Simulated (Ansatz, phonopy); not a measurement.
# Cu (Copper, Fm-3m): thermal expansion from first principles, part 2 of 2

How much does Cu (Copper) expand with temperature?

Experimental results on record:
- heat capacity C_P per formula unit 24.5 J/mol/K near room temperature (given in “High-Throughput Prediction of Finite-Temperature Properties using the Quasi-Harmonic Approximation”, 2016, arXiv:1603.06924)

Ansatz 0.2.0; DFT r2SCAN, scalar-relativistic, plane waves, PAW.

So far. Step 2 (Probe on a coarse mesh): The start is under -3.9 GPa at this level and looks like a metal on this mesh. Step 4 (Tight relaxation): The residual pressure is -3.1e-4 GPa, small enough for phonons.

**5. The quasi-harmonic study**

The study relaxes the crystal at several strains, solves the phonons on some of them and minimises the free energy at each temperature (static energy, vibrations, the electrons in a metal, and PV under a set pressure); the q-mesh sets how far the force constants reach.

Input file input.yaml:

```yaml
crystal:
  lattice:
    - [0.0, 1.7883295597, 1.7883295597]
    - [1.7883295597, 0.0, 1.7883295597]
    - [1.7883295597, 1.7883295597, 0.0]
  atoms:
    - { symbol: Cu, position: [0.0, 0.0, 0.0] }
kpoints:
  mp_grid: { grid: [20, 20, 20] }
hamiltonian:
  xc: r2scan
scf:
  occupations: { method: methfessel_paxton, width: 0.2 }
  lower_state_search: "off"
output:
  eigenvalues: true
phonons:
  method: dfpt
  qmesh: [4, 4, 4]
  temperatures: { t_max: 1200.0, t_step: 50 }
  thermal_expansion: {}
```

The run is started by

```sh
$ ansatz run input.yaml --threads 8 --pin off --max-ram 16384MiB --backend cpu --events-out ev --progress --plain --runs-dir out
```

Numbers of over 12 decimals in the logs are rounded to 6 here.

The program printed:

```text
[...]
Crystal: 1 atoms, lattice volume = 11.439 Å³
Basis set: ecut = 580 eV, 339 PW (Γ), exchange–correlation on 100×100×100 points (125 copies of the dense FFT grid, shifted against one another)
Bands: 14, of which v1, the nominal top of the filled ones, is band 10 counted from 1 (9 counted from 0)
Symmetry: 48 space group operations
[...]
k-points: 256 of 8000
[...]
SCF iter   1: F=—  HF=-6631.257885 eV  |F-HF|=—  |Δ(HF+E_count)|=         —  Δρ=4.08e-2  dr2=1.04e-1  dr2_τ=7.73e-4  ethr=1.77e-3  ⟨swp⟩=4.9  Hψ=17316  notcnv=0
[...]
SCF iter   8: F=-6631.239229 eV  HF=-6631.239229 eV  |F-HF|=1.82e-12  |Δ(HF+E_count)|=  8.91e-11  S|Δr|=    0.00e0  Δρ=2.78e-7  dr2=4.51e-12  dr2_τ=3.20e-13  ethr=1.00e-12  ⟨swp⟩=6.2  Hψ=15549  notcnv=0
SCF 1 converged in 8 iterations: F = -6631.239229 eV  dr2 = 4.51e-12
[...]
relax step   1: F+E_penalty+E_count = -6631.23922891 eV  Δ(F+E_penalty+E_count) = +0.000e0 eV  max|allowed force component| = 0.000e0 eV/Å  Δτ_max = 0.0000 Å  (8 SCF iters, accepted)
SCF converged after 8 iterations
[...]
Free energy (F): -6631.239229 eV
[...]
Internal energy: -6631.239465 eV  (E = F + TS)
E sigma→0 (E₀):  -6631.239288 eV
Entropy (-TS):   0.000236 eV (0.236 meV/atom)
Fermi energy:    17.224045 eV
[...]
--- Stress (GPa, compression-positive) ---
        0.011357       0.000000       0.000000
        0.000000       0.011357      -0.000000
        0.000000      -0.000000       0.011357
  P = ⅓ Tr σ = 0.0114 GPa (0.114 kbar)
--- Band table (eV; the first three rows and the last of 256) ---
  k-point 0: bands = [... 6 lower, 14.0465, 14.0465, 14.9104, 14.9104, 40.9064, 44.0013, 44.0013, 44.0013]
  k-point 1: bands = [... 6 lower, 14.0654, 14.0654, 14.9028, 14.9028, 40.4313, 42.6557, 43.6704, 43.6704]
  k-point 2: bands = [... 6 lower, 14.1156, 14.1156, 14.8858, 14.8858, 38.4356, 41.8406, 43.0388, 43.0388]
  k-point 255: bands = [... 6 lower, 13.4722, 14.8644, 15.6996, 23.8240, 23.8240, 25.9832, 26.8860, 47.0503]
── thermal expansion: 3 new cells, 3 in all ──
thermal expansion: relaxation of cell 2
thermal expansion: relaxation of cell 3
── thermal expansion: 2 new cells, 5 in all ──
thermal expansion: relaxation of cell 4
thermal expansion: electrons of cell 4
thermal expansion: phonons of cell 4
thermal expansion: relaxation of cell 5
thermal expansion: electrons of cell 1
thermal expansion: electrons of cell 2
thermal expansion: electrons of cell 3
thermal expansion: electrons of cell 5
thermal expansion: phonons of cell 5
── thermal expansion: 7 new cells, 12 in all ──
thermal expansion: relaxation of cell 6
thermal expansion: relaxation of cell 7
thermal expansion: relaxation of cell 8
thermal expansion: relaxation of cell 9
thermal expansion: relaxation of cell 10
thermal expansion: relaxation of cell 11
thermal expansion: relaxation of cell 12
thermal expansion: electrons of cell 6
thermal expansion: electrons of cell 7
thermal expansion: electrons of cell 8
thermal expansion: electrons of cell 9
thermal expansion: electrons of cell 10
thermal expansion: electrons of cell 11
thermal expansion: electrons of cell 12
thermal expansion: phonons of cell 6
thermal expansion: phonons of cell 7
thermal expansion: phonons of cell 8
thermal expansion: phonons of cell 9
--- Relaxed structure (1 steps of the walk, 1 accepted, 0 SCFs on fresh bases) ---
  F+E_penalty+E_count = -6631.23922891 eV   max|allowed force component| = 0.000e0 eV/Å
  atoms:
    - { symbol: Cu, position: [0.0, 0.0, 0.0] }
--- Thermal expansion: 12 cells in 3 rounds, 0 GPa ---
  no lower state was looked for at cell 4: scf.lower_state_search: off
  without vibrations: a 2.52914, b 2.52914, c 2.52914 Å, V 11.4395 Å³, B 162.45 GPa
  at 0 K: a 2.53412, b 2.53412, c 2.53412 Å, V 11.5071 Å³, B 159.31 GPa
  zero-point expansion: a +0.197, b +0.197, c +0.197, V +0.591 %
      T/K        a/Å        b/Å        c/Å       V/Å³ | expansion of a, b, c, V (1e-6/K)   | that of V in the mean from 25 °C | C_P, C_V (J/mol K of the cell) | B_T, B_S (GPa)
     0.00    2.53412    2.53412    2.53412    11.5071 |    0.00    0.00    0.00    0.00 |   31.44 |     0.000     0.000 |   159.31   159.31
   150.00    2.53657    2.53657    2.53657    11.5405 |   12.80   12.80   12.80   38.39 |   43.87 |    20.328    20.088 |   155.91   157.77
   298.15    2.54209    2.54209    2.54209    11.6160 |   15.88   15.88   15.88   47.63 |       - |    24.474    23.765 |   149.87   154.34
   400.00    2.54633    2.54633    2.54633    11.6743 |   16.84   16.84   16.84   50.53 |   49.28 |    25.496    24.451 |   145.52   151.74
   550.00    2.55300    2.55300    2.55300    11.7662 |   18.00   18.00   18.00   54.00 |   51.36 |    26.504    24.925 |   138.92   147.72
   700.00    2.56012    2.56012    2.56012    11.8650 |   19.15   19.15   19.15   57.46 |   53.34 |    27.370    25.190 |   132.06   143.49
   850.00    2.56773    2.56773    2.56773    11.9710 |   20.43   20.43   20.43   61.28 |   55.39 |    28.253    25.379 |   124.91   139.05
  1000.00    2.57588    2.57588    2.57588    12.0854 |   21.90   21.90   21.90   65.71 |   57.59 |    29.224    25.535 |   117.40   134.36
  1150.00    2.58469    2.58469    2.58469    12.2099 |   23.68   23.68   23.68   71.04 |   60.02 |    30.346    25.675 |   109.46   129.38
  1200.00    2.58780    2.58780    2.58780    12.2539 |   24.36   24.36   24.36   73.08 |   60.90 |    30.766    25.720 |   106.71   127.64
  the static fit leaves 0.002 meV an atom of the energies and, of the stresses, 0.000 GPa of each cell's largest along a strain (root mean squares over the cells), whose Pulay part it has at -0.014 GPa
  vibrations' free energy: its fit leaves 0.0000 meV an atom at the most
  the electrons' free energy at temperature is in it; its fit leaves 0.0000 meV an atom at the most
  free energies summed between the sampled wave vectors
  estimated error of the fitted expansion in any direction: up to 0.029e-6/K, at 950 K (an estimate, not a bound: it was exceeded on models of known expansion)
  by sums over the sampled wave vectors an expansion of the volume parts by up to 2.35e-6/K
  by a static energy of one degree less an expansion of the volume parts by up to 0.31e-6/K
  the FFT grids of the static calculations differ: 20 × 20 × 20, 24 × 24 × 24
```

Elapsed: 1.5 h, on 8 threads of Intel Xeon at 2.70GHz, shared host; peak memory 4.1 GiB.

Numbers from this step:

| Item | Value |
| --- | --- |
| pressure | 0.01136 GPa |
| volume expansion coefficient at 298 K | 47.63 1e-6/K |
| C_P at 298 K | 24.47 J/mol-atom/K |
| entropy at 298 K | 32.68 J/mol-atom/K |
| isothermal bulk modulus at 298 K | 149.9 GPa |
| Grüneisen parameter at 298 K | 2.101 |
| volume at 298 K | 11.62 Å³/atom |
| principal linear expansion coefficients at 298 K | 15.88, 15.88, 15.88 1e-6/K |

Strained cells of the study; zero-point energy where phonons were solved; the pressures are stresses at a fixed cutoff and can carry an offset from the finite basis. Expansion cells, by row:

```tsv
cell	|a| (Å)	|b| (Å)	|c| (Å)	V (Å³/atom)	E - E_lowest (meV/atom)	pressure, compression positive (GPa)	gap (eV)	zero-point energy (meV/atom)
1	2.529	2.529	2.529	11.44	0	-0.002	-	-
2	2.549	2.549	2.549	11.72	3.214	-3.656	-	-
3	2.509	2.509	2.509	11.17	3.416	4.127	-	-
4	2.529	2.529	2.529	11.44	0	-0.061	-	31.84
5	2.542	2.542	2.542	11.62	1.329	-2.397	-	30.83
6	2.559	2.559	2.559	11.85	6.944	-5.244	-	29.5
7	2.574	2.574	2.574	12.06	15.26	-7.496	-	28.35
8	2.589	2.589	2.589	12.27	26.57	-9.541	-	27.22
9	2.604	2.604	2.604	12.49	40.71	-11.39	-	26.09
10	2.504	2.504	2.504	11.11	5.25	5.178	-	-
11	2.517	2.517	2.517	11.27	1.267	2.461	-	-
12	2.625	2.625	2.625	12.79	64.34	-13.64	-	-
```

Quasi-harmonic; a, b, c are the run's own cell vectors. Expansion, by row:

```tsv
T (K)	a (Å)	b (Å)	c (Å)	alpha (deg)	beta (deg)	gamma (deg)	cell volume (Å³/cell)	alpha_a (1e-6/K)	alpha_b (1e-6/K)	alpha_c (1e-6/K)	alpha_V (1e-6/K)	C_P (J/mol-atom/K)	C_V (J/mol-atom/K)	S (J/mol-atom/K)	B_T (GPa)	B_S (GPa)	Grueneisen	extrapolation	fit error (1e-6/K)
0	2.534	2.534	2.534	60	60	60	11.51	0	0	0	0	0	0	0	159.3	159.3	-	0	0
50	2.534	2.534	2.534	60	60	60	11.51	3.47	3.47	3.47	10.42	5.91	5.904	2.247	159.1	159.2	1.946	0	0
100	2.535	2.535	2.535	60	60	60	11.52	9.74	9.74	9.74	29.22	15.76	15.66	9.712	157.7	158.7	2.041	0	0
150	2.537	2.537	2.537	60	60	60	11.54	12.8	12.8	12.8	38.39	20.33	20.09	17.09	155.9	157.8	2.071	0	0
200	2.538	2.538	2.538	60	60	60	11.56	14.34	14.34	14.34	43.01	22.51	22.11	23.27	153.9	156.7	2.085	0	0.01
250	2.54	2.54	2.54	60	60	60	11.59	15.26	15.26	15.26	45.77	23.72	23.17	28.43	151.9	155.5	2.094	0	0.01
298.1	2.542	2.542	2.542	60	60	60	11.62	15.88	15.88	15.88	47.63	24.47	23.77	32.68	149.9	154.3	2.101	0	0.01
300	2.542	2.542	2.542	60	60	60	11.62	15.9	15.9	15.9	47.7	24.5	23.78	32.83	149.8	154.3	2.102	0	0.01
350	2.544	2.544	2.544	60	60	60	11.65	16.41	16.41	16.41	49.22	25.06	24.18	36.65	147.7	153	2.108	0	0.01
400	2.546	2.546	2.546	60	60	60	11.67	16.84	16.84	16.84	50.53	25.5	24.45	40.03	145.5	151.7	2.114	0	0.01
450	2.549	2.549	2.549	60	60	60	11.7	17.24	17.24	17.24	51.73	25.87	24.65	43.05	143.3	150.4	2.12	0	0.01
500	2.551	2.551	2.551	60	60	60	11.73	17.63	17.63	17.63	52.88	26.2	24.8	45.8	141.2	149.1	2.127	0	0.02
550	2.553	2.553	2.553	60	60	60	11.77	18	18	18	54	26.5	24.93	48.31	138.9	147.7	2.133	0	0.02
600	2.555	2.555	2.555	60	60	60	11.8	18.38	18.38	18.38	55.13	26.8	25.03	50.62	136.7	146.3	2.139	0	0.02
650	2.558	2.558	2.558	60	60	60	11.83	18.76	18.76	18.76	56.28	27.09	25.11	52.78	134.4	144.9	2.146	0	0.02
700	2.56	2.56	2.56	60	60	60	11.87	19.15	19.15	19.15	57.46	27.37	25.19	54.8	132.1	143.5	2.152	0	0.02
750	2.563	2.563	2.563	60	60	60	11.9	19.56	19.56	19.56	58.68	27.66	25.26	56.7	129.7	142	2.159	0	0.02
800	2.565	2.565	2.565	60	60	60	11.93	19.98	19.98	19.98	59.95	27.95	25.32	58.49	127.3	140.6	2.167	0	0.03
850	2.568	2.568	2.568	60	60	60	11.97	20.43	20.43	20.43	61.28	28.25	25.38	60.2	124.9	139.1	2.174	0	0.03
900	2.57	2.57	2.57	60	60	60	12.01	20.89	20.89	20.89	62.67	28.56	25.43	61.82	122.5	137.5	2.182	0	0.03
950	2.573	2.573	2.573	60	60	60	12.05	21.38	21.38	21.38	64.15	28.89	25.48	63.37	119.9	135.9	2.19	0	0.03
1000	2.576	2.576	2.576	60	60	60	12.09	21.9	21.9	21.9	65.71	29.22	25.54	64.86	117.4	134.4	2.199	0	0.03
1050	2.579	2.579	2.579	60	60	60	12.13	22.46	22.46	22.46	67.37	29.58	25.58	66.3	114.8	132.7	2.208	0	0.03
1100	2.582	2.582	2.582	60	60	60	12.17	23.05	23.05	23.05	69.14	29.95	25.63	67.68	112.2	131.1	2.217	0	0.02
1150	2.585	2.585	2.585	60	60	60	12.21	23.68	23.68	23.68	71.04	30.35	25.68	69.02	109.5	129.4	2.227	0	0.02
1200	2.588	2.588	2.588	60	60	60	12.25	24.36	24.36	24.36	73.08	30.77	25.72	70.32	106.7	127.6	2.237	0	0.02
```

Table of expansion coefficient by temperature; values in 1e-6/K:

```tsv
temperature (K)	volume	principal 1
0	0	0
100	29.2	9.74
200	43.0	14.3
298	47.6	15.9
350	49.2	16.4
450	51.7	17.2
550	54	18
600	55.1	18.4
700	57.5	19.1
800	60.0	20.0
900	62.7	20.9
1000	65.7	21.9
1100	69.1	23.1
1200	73.1	24.4
```

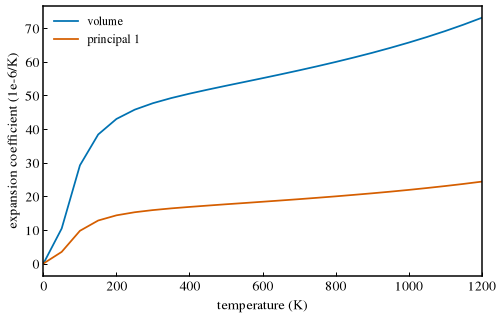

Expansion coefficient, plotted against temperature.

At 298 K the volume expansion is 47.6 × 10⁻⁶/K and B_T is 150 GPa. The q-mesh is coarse, so this is a first estimate. The program raised the cutoff to 580 eV by itself: with no cutoff typed, the study takes about 1.16 times the default for its relaxations and scales it with the volume for the phonons.

**6. Free-energy fit**

This step: DFT r2SCAN, scalar-relativistic, plane waves, PAW (phonopy 4.10.0).

Numbers from this step:

```
volume expansion coefficient at 300 K : 47.63 1e-6/K
isothermal bulk modulus at 300 K      : 149.8 GPa
C_P at 300 K                          : 24.58 J/mol-atom/K
Grüneisen parameter at 300 K          : 2.117
```

The energy (each curve on its own zero) by volume; values in meV/atom:

```tsv
volume (Å³/atom)	static	F at 0 K	F at 300 K	F at 1200 K
11.443	0	2.87	7.71	29.4
11.615	1.33	3.19	6.45	20.9
11.850	6.94	7.47	8.54	13.1
12.059	15.3	14.6	13.7	9.36
12.271	26.6	24.8	21.8	8.29
12.488	40.7	37.8	32.6	9.69
```

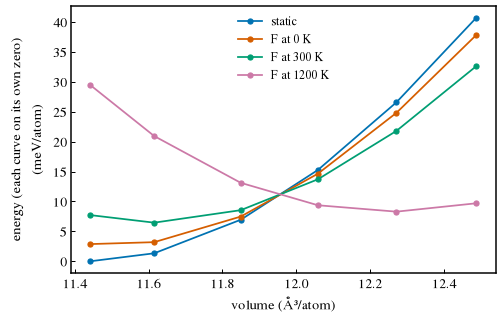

Energy (each curve on its own zero), plotted against volume.

Phonopy-qha, vinet fit of F(V) at each temperature. Qha vinet, by row:

```tsv
T (K)	fitted volume (Å³/atom)	alpha_V (1e-6/K)	B_T (GPa)	C_P (J/mol-atom/K)	Grueneisen
100	11.52	27.58	157.6	15.33	1.934
150	11.54	37.69	155.8	20.34	2.042
200	11.56	42.73	153.9	22.6	2.083
250	11.59	45.64	151.8	23.81	2.103
300	11.62	47.63	149.8	24.58	2.117
350	11.65	49.18	147.7	25.12	2.127
400	11.67	50.51	145.5	25.55	2.137
450	11.7	51.72	143.3	25.91	2.146
500	11.73	52.87	141.1	26.23	2.156
550	11.77	54.01	138.9	26.54	2.165
600	11.8	55.14	136.6	26.82	2.175
650	11.83	56.3	134.3	27.11	2.184
700	11.86	57.49	132	27.39	2.194
750	11.9	58.73	129.6	27.68	2.205
800	11.93	60.01	127.2	27.97	2.215
850	11.97	61.35	124.8	28.27	2.226
900	12.01	62.76	122.3	28.58	2.238
950	12.05	64.24	119.8	28.9	2.25
1000	12.09	65.81	117.3	29.24	2.262
1050	12.13	67.46	114.7	29.59	2.274
1100	12.17	69.22	112.1	29.96	2.287
1150	12.21	71.08	109.5	30.36	2.301
```

The volume expansion coefficient by temperature; values in 1e-6/K:

```tsv
temperature (K)	phonopy-qha, Vinet	Ansatz's own study
100	27.6	29.2
150	37.7	38.4
200	42.7	43.0
250	45.6	45.8
300	47.6	47.7
350	49.2	49.2
400	50.5	50.5
450	51.7	51.7
500	52.9	52.9
550	54.0	54
600	55.1	55.1
650	56.3	56.3
700	57.5	57.5
750	58.7	58.7
800	60.0	60.0
850	61.4	61.3
900	62.8	62.7
950	64.2	64.2
1000	65.8	65.7
1050	67.5	67.4
1100	69.2	69.1
1150	71.1	71.0
```

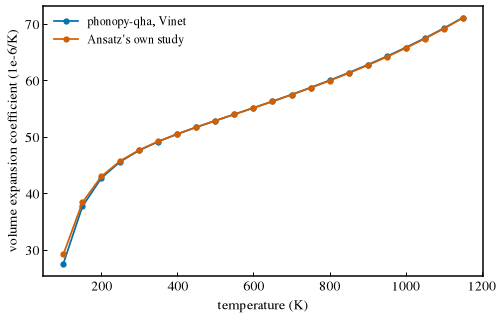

Volume expansion coefficient, plotted against temperature.

The fit gives a volume expansion of 47.6 × 10⁻⁶/K at 300 K, against 47.6 at 298 K from the study itself, whose static fit uses more cells.

**7. Summary of results**

```
settings of these figures                        : r2SCAN, 580 eV, k 20×20×20, q 4×4×4
volume expansion coefficient at 298 K            : 47.63 1e-6/K
C_P at 298 K                                     : 24.47 J/mol-atom/K
entropy at 298 K                                 : 32.68 J/mol-atom/K
isothermal bulk modulus at 298 K                 : 149.9 GPa
Grüneisen parameter at 298 K                     : 2.101
volume at 298 K                                  : 11.62 Å³/atom
principal linear expansion coefficients at 298 K : 15.88, 15.88, 15.88 1e-6/K
```

What this shows: Near room temperature Cu (Copper) expands by 47.6 × 10⁻⁶/K in volume by r2SCAN, with C_P = 24.5 J/(mol K) per mole of atoms and B_T = 150 GPa. The q-mesh is coarse, and the expansion can converge slowly with it. C_P at room temperature is 98 % of the classical 3R an atom; C_V is 95 %, and the rest is expansion work. In this metal the study includes the electrons' free energy, which adds a term that grows with temperature, so the heat capacities need not level off at 3R. A measured heat capacity per formula unit near room temperature is 24.5 J/mol/K (arXiv:1603.06924); the calculated 24.5 J/mol/K agrees within half a per cent. The PAW files were made for PBE and are used here under another functional, for which the program regenerates the frozen cores.

[Logs are printed without paths, hosts, clocks, repeated set-up lines and the standing remarks that a program may print on its own settings, such as how far it seeks lower states.]

[Hosts, paths, dates, database ids (printed as entryN), source tags and the programs' standing remarks are cut or masked in the printed files.]

[A step with changed settings may run another functional than the one named; its input shows which.]
